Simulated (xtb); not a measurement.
**C₃H₅FO: geometry relaxation (part 1 of 4)**

C₃H₅FO, computed with GFN-FF (xtb 6.7.1).

The starting geometry was optimised with GFN-FF pushed along the imaginary mode.

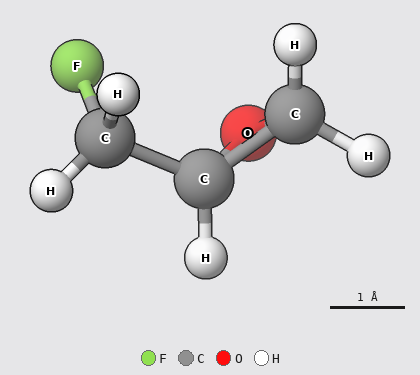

Figure 1. The input geometry (ball-and-stick view, seen at a tilt). Bond lengths as drawn: C–C 1.53 Å, C–F 1.34 Å, C–H 1.04 to 1.16 Å and C–O 1.41 Å.

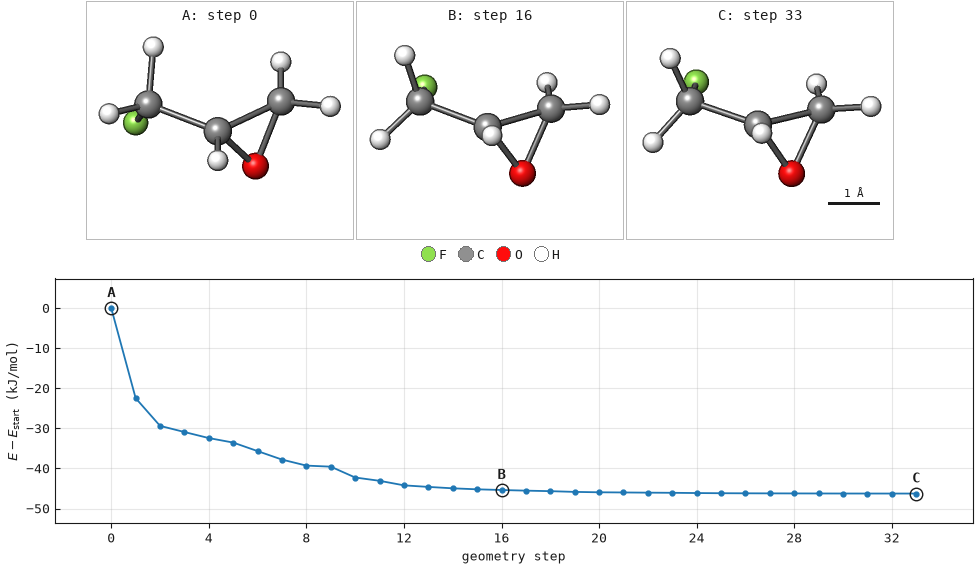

Figure 2. Frames of the relaxation (ball-and-stick view, seen at a tilt) above the curves, on which the letters mark them (steps are counted from 0).

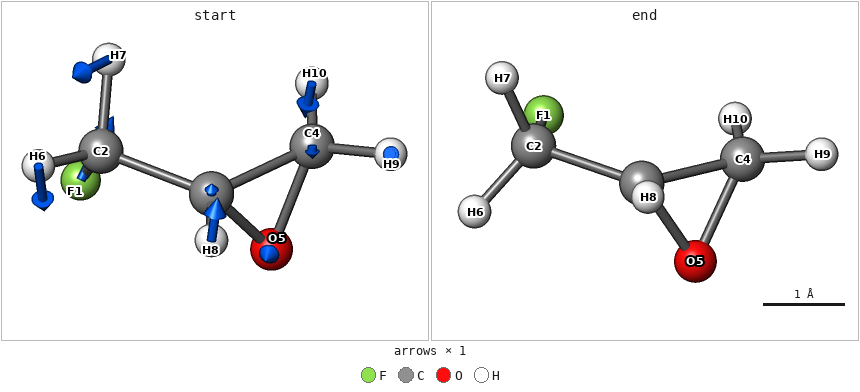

Figure 3. Before (left) and after (right) the relaxation, at one scale (ball-and-stick view, seen at a tilt). The blue arrows give the displacements, at true length. Over 33 geometry steps the energy falls by 46.3 kJ/mol. The largest move after the best rigid fit is that of F1, 0.90 Å. By element the largest moves are F 0.90 Å, H 0.87 Å, O 0.34 Å, C 0.17 Å. Among the contacts that change: C4–H9 1.157 → 1.093 Å, C4–H10 1.036 → 1.092 Å, C2–H7 1.147 → 1.096 Å, C2–H6 1.046 → 1.096 Å. Among the angles that change: F1–C2–H7 100.6° → 108.6°, O5–C4–H10 121.7° → 113.9°, F1–C2–H6 115.1° → 108.3°. (Atoms are counted from 1 in the order of the input.)

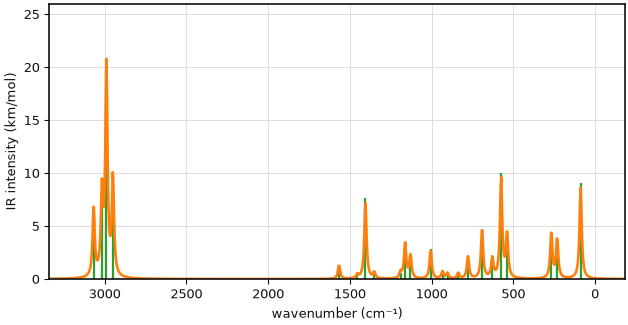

Figure 4. Harmonic infrared spectrum, unscaled: sticks (degenerate modes added up, dark ones marked on the axis) with a Lorentzian envelope of 16 cm⁻¹ full width, scaled to the tallest stick. 24 modes from 88 to 3068 cm⁻¹, none imaginary. The strongest line is at 2989 cm⁻¹ (21 km/mol).

The input and output of the run follow.

**The input (input.xyz)**
```
10

F     -0.91888     1.69009     0.49897
C     -1.16018     0.37458     0.42360
C     -0.14354    -0.28577    -0.51142
C      1.31714    -0.35505    -0.07595
O      0.85229     0.55106    -1.05543
H     -2.15818     0.11528     0.24596
H     -0.89909     0.05137     1.49226
H     -0.57755    -0.88486    -1.30535
H      1.94164    -1.19547    -0.56918
H      1.67379    -0.03016     0.84122
```

**File .CHRG**
```
0
```

**File .UHF**
```
0
```

Run as:
```bash
xtb input.xyz --ohess tight --gff -P 1 > input.out 2> xtb.err
```

**What the program printed**
```
* xtb version 6.7.1
   ID    Z sym.   atoms
    1    9 F      1
    2    6 C      2-4
    3    8 O      5
    4    1 H      6-10

           -------------------------------------------------
          |                Calculation Setup                |
           -------------------------------------------------

          program call               : xtb input.xyz --ohess tight --gff -P 1
          coordinate file            : input.xyz
          omp threads                :                     1

          charge from .CHRG file: 0

          ==================== Thresholds ====================
          CN  :   150.00000
          rep :   500.00000
          disp:  2500.00000
          HB1 :   250.00000
          HB2 :   450.00000

          Pauling EN used:
          Z : 1  EN :  2.20
          Z : 6  EN :  2.55
          Z : 8  EN :  3.44
          Z : 9  EN :  3.98
          electric field strengths (au): 0.000

           -------------------------------------------------
          |           Force Field Initialization            |
           -------------------------------------------------

          distances ...
          ----------------------------------------
          generating topology and atomic info file ...
          pair mat ...
          computing topology distances matrix with Floyd-Warshall algo ...
          making topology EEQ charges ...
          #fragments for EEQ constrain: 1
          ----------------------------------------
          generating topology and atomic info file ...
          pair mat ...
          computing topology distances matrix with Floyd-Warshall algo ...
          making topology EEQ charges ...
          #fragments for EEQ constrain: 1
          rings ...
          # BATM   44
          # H in HB   5

  atom   neighbors  erfCN metchar sp-hybrid imet pi  qest     coordinates
    1  F       1    0.98   0.00         0    0    0  -0.269   -1.736432    3.193807    0.942917
    2  C       4    3.48   0.00         3    0    0   0.061   -2.192422    0.707854    0.800488
    3  C       4    3.49   0.00         3    0    0   0.074   -0.271251   -0.540027   -0.966444
    4  C       4    3.48   0.00         3    0    0   0.049    2.489034   -0.670947   -0.143525
    5  O       2    1.91   0.00         3    0    0  -0.305    1.610595    1.041352   -1.994474
    6  H       1    0.98   0.00         0    0    0   0.080   -4.078369    0.217848    0.464797
    7  H       1    0.96   0.01         0    0    0   0.080   -1.699034    0.097075    2.819963
    8  H       1    0.97   0.00         0    0    0   0.076   -1.091411   -1.672143   -2.466754
    9  H       1    0.96   0.01         0    0    0   0.077    3.669168   -2.259111   -1.075594
   10  H       1    0.98   0.00         0    0    0   0.077    3.163005   -0.056994    1.589675

          #atoms :   10
          #bonds :   10
          #angl  :   19
          #tors  :   21
          #nmol  :   1
          #optfrag :   1
           -------------------------------------------------
          |                   G F N - F F                   |
          |          A general generic force-field          |
          |                  Version 1.0.3                  |
           -------------------------------------------------
          Number of HB bonds (bound hydrogen)     30
          Number of HB bonds (unbound hydrogen)   0
          Number of XB bonds                      0

 E+G (total)                   0 d,  0 h,  0 min,  0.000 sec
 distance/D3 list               ...        0 min,  0.000 sec (  0.808%)
 non bonded repulsion           ...        0 min,  0.000 sec ( 14.209%)
 dCN                            ...        0 min,  0.000 sec (  3.545%)
 EEQ energy and q               ...        0 min,  0.000 sec (  8.254%)
 D3                             ...        0 min,  0.000 sec ( 13.053%)
 EEQ gradient                   ...        0 min,  0.000 sec (  6.533%)
 bonds                          ...        0 min,  0.000 sec (  8.287%)
 bend and torsion               ...        0 min,  0.000 sec ( 15.565%)
 bonded ATM                     ...        0 min,  0.000 sec (  6.595%)
 HB/XB (incl list setup)        ...        0 min,  0.000 sec ( 17.556%)

         :::::::::::::::::::::::::::::::::::::::::::::::::::::
         ::                     SUMMARY                     ::
         :::::::::::::::::::::::::::::::::::::::::::::::::::::
         :: total energy              -1.509790667219 Eh    ::
         :: gradient norm              0.135918033883 Eh/a0 ::
         ::.................................................::
         :: bond energy               -1.562985306255 Eh    ::
         :: angle energy               0.050170758834 Eh    ::
         :: torsion energy             0.005663546756 Eh    ::
         :: repulsion energy           0.066103145726 Eh    ::
         :: electrostat energy        -0.059413324848 Eh    ::
         :: dispersion energy         -0.003444783741 Eh    ::
         :: HB energy                  0.000000000000 Eh    ::
         :: XB energy                  0.000000000000 Eh    ::
         :: bonded atm energy         -0.005884703690 Eh    ::
         :: external energy            0.000000000000 Eh    ::
         :: add. restraining           0.000000000000 Eh    ::
         :: total charge              -0.000000000000 e     ::
         :::::::::::::::::::::::::::::::::::::::::::::::::::::

      -----------------------------------------------------------
     |                   =====================                   |
     |                        A N C O P T                        |
     |                   =====================                   |
     |               Approximate Normal Coordinate               |
     |                Rational Function Optimizer                |
      -----------------------------------------------------------
      -----------------------------------------------------------
     |                   =====================                   |
     |                        A N C O P T                        |
     |                   =====================                   |
     |               Approximate Normal Coordinate               |
     |                Rational Function Optimizer                |
      -----------------------------------------------------------

          ...................................................
          :                      SETUP                      :
          :.................................................:
          :   optimization level             tight          :
          :   max. optcycles                   200          :
          :   ANC micro-cycles                  20          :
          :   degrees of freedom                24          :
          :.................................................:
          :   RF solver                   davidson          :
          :   write xtbopt.log                true          :
          :   linear?                        false          :
          :   energy convergence         0.1000000E-05 Eh   :
          :   grad. convergence          0.8000000E-03 Eh/α :
          :   maxmium RF displ.          1.0000000          :
          :   Hlow (freq-cutoff)         0.1000000E-01      :
          :   Hmax (freq-cutoff)         5.0000000          :
          :   S6 in model hess.         20.0000000          :
          ...................................................

generating ANC from exact Hessian ...
Using GFN-FF Lindh-Hessian
 Shifting diagonal of input Hessian by    0.0000000000000000
 Lowest  eigenvalues of input Hessian
    0.000000    0.000000    0.000000    0.000000    0.000000    0.000000
    0.013073    0.051064    0.081423    0.106326    0.141594    0.160352
    0.240240    0.281030    0.313092    0.324287    0.406042    0.467015
 Highest eigenvalues
    1.746861    2.428895    2.515589    2.623733    2.885682    3.921531

........................................................................
.............................. CYCLE    1 ..............................
........................................................................
 * total energy  :    -1.5097907 Eh     change        0.0000000E+00 Eh
   gradient norm :     0.1359180 Eh/α   predicted     0.0000000E+00 (   0.00%)
   displ. norm   :     0.1226307 α      lambda       -0.1211464E-01
   maximum displ.:     0.0612865 α      in ANC's #1, #16, #18, ...

........................................................................
.............................. CYCLE    2 ..............................
........................................................................
 * total energy  :    -1.5183443 Eh     change       -0.8553657E-02 Eh
   gradient norm :     0.0608381 Eh/α   predicted    -0.6148410E-02 ( -28.12%)
   displ. norm   :     0.1495160 α      lambda       -0.4497429E-02
   maximum displ.:     0.1124039 α      in ANC's #1, #18, #16, ...

........................................................................
.............................. CYCLE    3 ..............................
........................................................................
 * total energy  :    -1.5209777 Eh     change       -0.2633403E-02 Eh
   gradient norm :     0.0173076 Eh/α   predicted    -0.2298984E-02 ( -12.70%)
   displ. norm   :     0.1362201 α      lambda       -0.7626766E-03
   maximum displ.:     0.1254118 α      in ANC's #1, #8, #7, ...

........................................................................
.............................. CYCLE    4 ..............................
........................................................................
 * total energy  :    -1.5215632 Eh     change       -0.5854585E-03 Eh
   gradient norm :     0.0145845 Eh/α   predicted    -0.3884135E-03 ( -33.66%)
   displ. norm   :     0.2453469 α      lambda       -0.8535761E-03
   maximum displ.:     0.2338621 α      in ANC's #1, #8, #7, ...

........................................................................
.............................. CYCLE    5 ..............................
........................................................................
 * total energy  :    -1.5221381 Eh     change       -0.5749142E-03 Eh
   gradient norm :     0.0175585 Eh/α   predicted    -0.4524789E-03 ( -21.30%)
   displ. norm   :     0.2118828 α      lambda       -0.5233363E-03
   maximum displ.:     0.2048284 α      in ANC's #1, #13, #8, ...

........................................................................
.............................. CYCLE    6 ..............................
........................................................................
 * total energy  :    -1.5225659 Eh     change       -0.4278014E-03 Eh
   gradient norm :     0.0183932 Eh/α   predicted    -0.2734213E-03 ( -36.09%)
   displ. norm   :     0.3810219 α      lambda       -0.1036792E-02
   maximum displ.:     0.3667960 α      in ANC's #1, #13, #2, ...

........................................................................
.............................. CYCLE    7 ..............................
........................................................................
 * total energy  :    -1.5233777 Eh     change       -0.8117851E-03 Eh
   gradient norm :     0.0186312 Eh/α   predicted    -0.5936497E-03 ( -26.87%)
   displ. norm   :     0.3935955 α      lambda       -0.1140590E-02
   maximum displ.:     0.3715694 α      in ANC's #1, #13, #6, ...

........................................................................
.............................. CYCLE    8 ..............................
........................................................................
 * total energy  :    -1.5241833 Eh     change       -0.8055997E-03 Eh
   gradient norm :     0.0222398 Eh/α   predicted    -0.6586398E-03 ( -18.24%)
   displ. norm   :     0.2131698 α      lambda       -0.8778831E-03
   maximum displ.:     0.1829053 α      in ANC's #1, #13, #6, ...

........................................................................
.............................. CYCLE    9 ..............................
........................................................................
 * total energy  :    -1.5247551 Eh     change       -0.5718470E-03 Eh
   gradient norm :     0.0238690 Eh/α   predicted    -0.4588906E-03 ( -19.75%)
   displ. norm   :     0.5445634 α      lambda       -0.1297276E-02
   maximum displ.:     0.5184095 α      in ANC's #1, #13, #6, ...

........................................................................
.............................. CYCLE   10 ..............................
........................................................................
 * total energy  :    -1.5248555 Eh     change       -0.1003741E-03 Eh
   gradient norm :     0.0348757 Eh/α   predicted    -0.8409960E-03 ( 737.86%)
   displ. norm   :     0.1740241 α      lambda       -0.2042149E-02
   maximum displ.:     0.1569619 α      in ANC's #1, #2, #8, ...
```
